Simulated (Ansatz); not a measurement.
# Run report: C2H8O2Si, geometry relaxation (part 1 of 2)

The run: geometry relaxation of C2H8O2Si. Method and program: RKS PBE0-D4/def2-TZVP (Ansatz 0.2.0).

The geometry: PBE-D4/def2-SVP start. Figures and captions count atoms from 1; the log counts them from 0 in places.

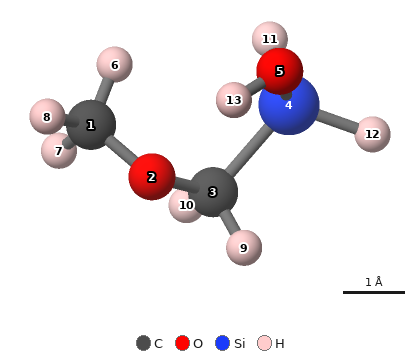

**Figure 1.** The structure as given in the input (ball-and-stick view, seen at a tilt; atoms are numbered from 1 in the order of the input). Bond lengths as drawn: C–H 1.11 to 1.12 Å, C–O 1.41 to 1.43 Å, C–Si 1.93 Å, H–O 0.98 Å, H–Si 1.50 to 1.51 Å and O–Si 1.68 Å.

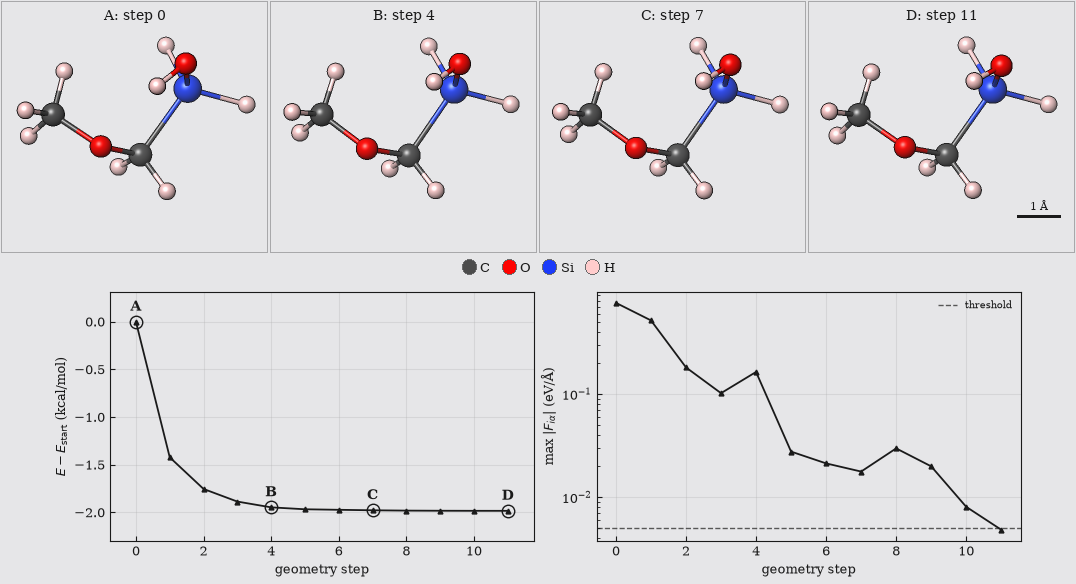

**Figure 2.** Frames of the relaxation (ball-and-stick view, seen at a tilt) above the curves, on which the letters mark them (the first geometry is step 0 here and step 1 in the log).

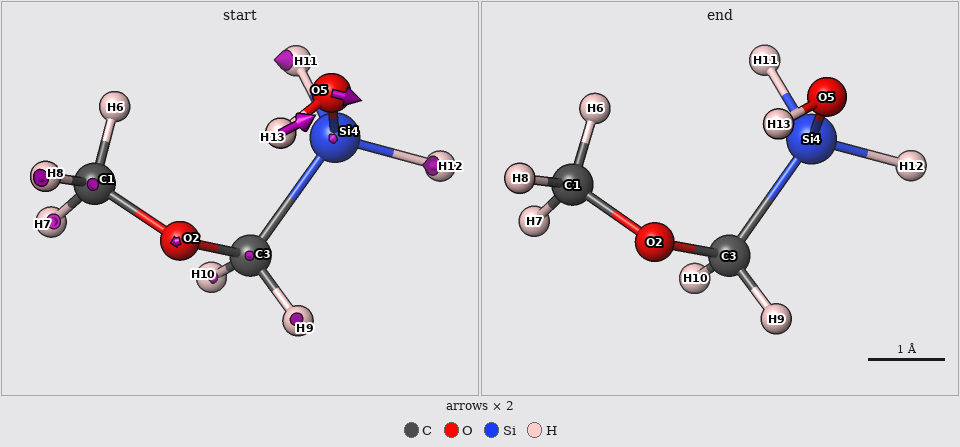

**Figure 3.** Before (left) and after (right) the relaxation, at one scale (ball-and-stick view, seen at a tilt). The pink arrows give the displacements, magnified 2 times. After 11 geometry steps the energy has fallen by 1.98 kcal/mol. The largest force component goes from 0.76 to 0.0049 eV/Å. H13 moves most after the best rigid fit: 0.30 Å. By element the largest moves are H 0.30 Å, O 0.21 Å, C 0.08 Å, Si 0.06 Å. Among the contacts that change: Si4–O5 1.682 → 1.647 Å, C3–Si4 1.930 → 1.898 Å, O5–H13 0.983 → 0.962 Å, Si4–H12 1.504 → 1.486 Å. Among the angles that change: Si4–O5–H13 106.3° → 112.9°, C3–Si4–O5 102.0° → 106.1°, O5–Si4–H12 111.8° → 109.7°. (Atoms are counted from 1 in the order of the input.)

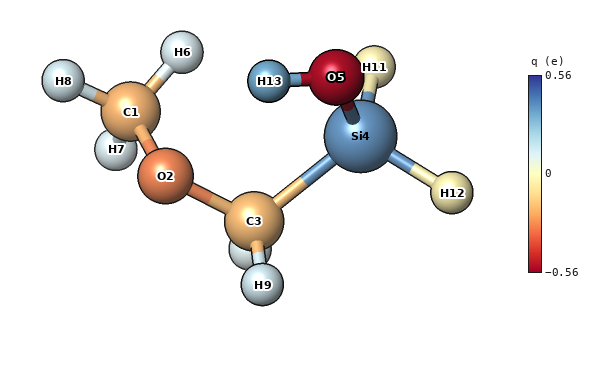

**Figure 4.** Mulliken charges, as the colour of each atom (ball-and-stick view, seen at a tilt; atoms are numbered from 1 in the order of the input). By element: C −0.22 to −0.20, O −0.53 to −0.30, Si +0.39 and H −0.05 to +0.33 e.

The input and output of the run follow.

The input:
```yaml
crystal:
  periodic: [false, false, false]
  atoms:
    - {symbol: C, position_ang: [-1.298366, -0.753469, 0.934154]}
    - {symbol: O, position_ang: [-0.297738, 0.219276, 1.161634]}
    - {symbol: C, position_ang: [0.946569, -0.090321, 0.517491]}
    - {symbol: Si, position_ang: [0.843484, 0.482546, -1.322178]}
    - {symbol: O, position_ang: [-0.284137, 1.728088, -1.237323]}
    - {symbol: H, position_ang: [-1.542573, -0.876456, -0.148971]}
    - {symbol: H, position_ang: [-0.997641, -1.751758, 1.332814]}
    - {symbol: H, position_ang: [-2.211698, -0.420126, 1.464204]}
    - {symbol: H, position_ang: [1.720447, 0.515490, 1.035377]}
    - {symbol: H, position_ang: [1.223852, -1.161739, 0.662450]}
    - {symbol: H, position_ang: [0.384909, -0.607348, -2.257390]}
    - {symbol: H, position_ang: [2.182397, 0.971841, -1.802862]}
    - {symbol: H, position_ang: [-0.648906, 1.709175, -0.324799]}
basis:
  gaussian: {orbitals: def2-TZVP}
hamiltonian: {xc: pbe0, dispersion: d4}
relax: {f_tol: 0.005, max_steps: 150}
```

Command:
```bash
ansatz run in.yaml --threads 4 --pin off --events-out ev --progress --plain --max-ram 10444MiB
```

The program's output:
```
Functional definition: PBE0
  name "PBE0"
  cite "Adamo & Barone, J. Chem. Phys. 110, 6158 (1999) doi:10.1063/1.478522"
  cite "Perdew, Burke & Ernzerhof, Phys. Rev. Lett. 77, 3865 (1996) doi:10.1103/PhysRevLett.77.3865"
  parent pbe
  parameter a = 0.25
  parameter kappa = 0.804
  parameter beta = 0.06672455060314922
  exchange = (1 - a)*pbe_x(kappa = kappa, mu = beta*pi^2/3) + a*exact_x
  correlation = pbe_c(beta = beta)
1282 factors; their error is unknown
mean field evaluation 1: about -14160.8975 eV, gradient 6.6e1 eV
mean field evaluation 2: about -14151.8136 eV, gradient 9.5e1 eV
mean field evaluation 4: about -14168.9997 eV, gradient 4.2e0 eV
mean field evaluation 8: about -14169.0357 eV, gradient 7.4e-2 eV
mean field evaluation 16: about -14169.0661 eV, gradient 5.9e-5 eV
mean field -14169.06609156 eV, -520.7035747269 hartree, gradient 5.9e-5 eV, S^2 0.000000; 0 other end points of the search recorded, 0 dependent functions left out
the calculation of the forces begins
reference -14169.06612497 eV, -520.7035759546 hartree; 25, 25 occupied and 184, 184 virtual orbitals, 1282 factors
relax step   1: F+E_penalty+E_count = -14169.28114566 eV  Δ(F+E_penalty+E_count) = +0.000e0 eV  max|allowed force component| = 7.638e-1 eV/Å  Δτ_max = 0.0000 Å  (27 SCF iters, accepted)
these checks for a lower state are left out or cut short: starts, cluster_reference, orbital_swaps, neighbouring_geometries, increment
1282 factors; their error is unknown
mean field -14169.12751387 eV, -520.7058319552 hartree, gradient 1.7e-5 eV, S^2 0.000000; 0 other end points of the search recorded, 0 dependent functions left out
[... from here on the field's lines of each further geometry are left out, up to the last ...]
relax step   2: F+E_penalty+E_count = -14169.34280627 eV  Δ(F+E_penalty+E_count) = -6.166e-2 eV  max|allowed force component| = 5.162e-1 eV/Å  Δτ_max = 0.0501 Å  (31 SCF iters, accepted)
relax step   3: F+E_penalty+E_count = -14169.35718655 eV  Δ(F+E_penalty+E_count) = -1.438e-2 eV  max|allowed force component| = 1.811e-1 eV/Å  Δτ_max = 0.0410 Å  (31 SCF iters, accepted)
relax step   4: F+E_penalty+E_count = -14169.36292826 eV  Δ(F+E_penalty+E_count) = -5.742e-3 eV  max|allowed force component| = 1.019e-1 eV/Å  Δτ_max = 0.0649 Å  (30 SCF iters, accepted)
relax step   5: F+E_penalty+E_count = -14169.36555241 eV  Δ(F+E_penalty+E_count) = -2.624e-3 eV  max|allowed force component| = 1.635e-1 eV/Å  Δτ_max = 0.1047 Å  (30 SCF iters, accepted)
relax step   6: F+E_penalty+E_count = -14169.36642856 eV  Δ(F+E_penalty+E_count) = -8.761e-4 eV  max|allowed force component| = 2.770e-2 eV/Å  Δτ_max = 0.0171 Å  (31 SCF iters, accepted)
relax step   7: F+E_penalty+E_count = -14169.36666883 eV  Δ(F+E_penalty+E_count) = -2.403e-4 eV  max|allowed force component| = 2.130e-2 eV/Å  Δτ_max = 0.0100 Å  (32 SCF iters, accepted)
relax step   8: F+E_penalty+E_count = -14169.36688896 eV  Δ(F+E_penalty+E_count) = -2.201e-4 eV  max|allowed force component| = 1.775e-2 eV/Å  Δτ_max = 0.0288 Å  (31 SCF iters, accepted)
relax step   9: F+E_penalty+E_count = -14169.36703411 eV  Δ(F+E_penalty+E_count) = -1.451e-4 eV  max|allowed force component| = 2.976e-2 eV/Å  Δτ_max = 0.0244 Å  (31 SCF iters, accepted)
relax step  10: F+E_penalty+E_count = -14169.36709902 eV  Δ(F+E_penalty+E_count) = -6.491e-5 eV  max|allowed force component| = 1.994e-2 eV/Å  Δτ_max = 0.0190 Å  (31 SCF iters, accepted)
relax step  11: F+E_penalty+E_count = -14169.36712926 eV  Δ(F+E_penalty+E_count) = -3.024e-5 eV  max|allowed force component| = 8.088e-3 eV/Å  Δτ_max = 0.0082 Å  (32 SCF iters, accepted)
the calculation of the forces begins
reference -14169.15327460 eV, -520.7067786446 hartree; 25, 25 occupied and 184, 184 virtual orbitals, 1282 factors
relax step  12: F+E_penalty+E_count = -14169.36713744 eV  Δ(F+E_penalty+E_count) = -8.176e-6 eV  max|allowed force component| = 4.851e-3 eV/Å  Δτ_max = 0.0050 Å  (32 SCF iters, accepted)
1282 factors; their error is unknown
mean field evaluation 96: about -14169.1224 eV, gradient 1.6e-4 eV
mean field -14169.15324118 eV, -520.7067774162 hartree, gradient 1.5e-5 eV, S^2 0.000000; 1 other end points of the search recorded, 0 dependent functions left out
the calculation of the forces begins
reference -14169.15327460 eV, -520.7067786446 hartree; 25, 25 occupied and 184, 184 virtual orbitals, 1282 factors
Total energy: -14169.36717086 eV, -520.7146391872 hartree
Atom 0 at    -1.275265    -0.830192     0.931712 Å, force     0.000633    -0.000211    -0.000328 eV/Å
Atom 1 at    -0.325472     0.167143     1.202808 Å, force    -0.000005    -0.000098    -0.000053 eV/Å
Atom 2 at     0.913849    -0.059254     0.542659 Å, force    -0.000001     0.000263    -0.001362 eV/Å
Atom 3 at     0.809645     0.481835    -1.274023 Å, force    -0.003341     0.003396    -0.000212 eV/Å
Atom 4 at    -0.115535     1.844803    -1.291679 Å, force     0.002381    -0.004851     0.002252 eV/Å
Atom 5 at    -1.511156    -0.899471    -0.139137 Å, force     0.000035     0.000089     0.000427 eV/Å
Atom 6 at    -0.923803    -1.814493     1.269239 Å, force    -0.000375     0.000301    -0.000159 eV/Å
Atom 7 at    -2.183642    -0.571697     1.476183 Å, force     0.000033    -0.000051     0.000046 eV/Å
Atom 8 at     1.649477     0.570123     1.052959 Å, force    -0.000263     0.000263     0.000197 eV/Å
Atom 9 at     1.242307    -1.100881     0.669821 Å, force     0.000250    -0.000464     0.000406 eV/Å
Atom 10 at     0.204609    -0.569819    -2.138374 Å, force     0.000502     0.000488     0.000292 eV/Å
Atom 11 at     2.164578     0.788253    -1.801070 Å, force    -0.000135    -0.000117     0.000092 eV/Å
Atom 12 at    -0.628992     1.958850    -0.486497 Å, force     0.000285     0.000991    -0.001599 eV/Å
Dipole moment:    -0.046087    -0.328917     0.231495 e Å
```

Trajectory as extended XYZ (Å, eV, eV/Å), 12 frames, from step=1 to step=12:
```
13
Properties=species:S:1:pos:R:3:forces:R:3 step=1 energy=-14169.28115
C    -1.2984   -0.7535    0.9342   -0.2225  -0.2585  -0.0417
O    -0.2977    0.2193    1.1616    0.0739  -0.3865  -0.1411
C     0.9466   -0.0903    0.5175    0.2021  -0.0702   0.0584
Si    0.8435    0.4825   -1.3222   -0.4309   0.4095   0.1977
O    -0.2841    1.7281   -1.2373    0.4362  -0.7638   0.5619
H    -1.5426   -0.8765   -0.1490    0.1831   0.1225   0.5348
H    -0.9976   -1.7518    1.3328   -0.0975   0.5485  -0.1876
H    -2.2117   -0.4201    1.4642    0.4868  -0.1354  -0.2605
H     1.7204    0.5155    1.0354   -0.4041  -0.2877  -0.2349
H     1.2239   -1.1617    0.6624   -0.2025   0.5464  -0.0779
H     0.3849   -0.6073   -2.2574    0.0686   0.2640   0.2006
H     2.1824    0.9718   -1.8029   -0.3070  -0.0736   0.0970
H    -0.6489    1.7092   -0.3248    0.2138   0.0847  -0.7068
13
Properties=species:S:1:pos:R:3:forces:R:3 step=2 energy=-14169.34281
C    -1.2868   -0.7581    0.9349   -0.0606  -0.0562  -0.0149
O    -0.2931    0.2086    1.1784    0.0566  -0.1348  -0.0689
C     0.9389   -0.0924    0.5216    0.0082   0.0294   0.0099
Si    0.8342    0.4786   -1.3035   -0.2749   0.3420   0.0361
O    -0.2700    1.7285   -1.2612    0.2981  -0.5162   0.3443
H    -1.5179   -0.8565   -0.1404    0.0446   0.0226   0.1688
H    -0.9813   -1.7473    1.3153   -0.0382   0.1581  -0.0588
H    -2.1903   -0.4358    1.4625    0.1315  -0.0518  -0.0813
H     1.7086    0.4971    1.0386   -0.1083  -0.0863  -0.0894
H     1.2031   -1.1553    0.6523   -0.0392   0.1537  -0.0354
H     0.3719   -0.5947   -2.2320    0.0129   0.0404   0.0619
H     2.1599    0.9606   -1.7832   -0.0563  -0.0317   0.0301
H    -0.6565    1.7318   -0.3688    0.0257   0.1308  -0.3023
```
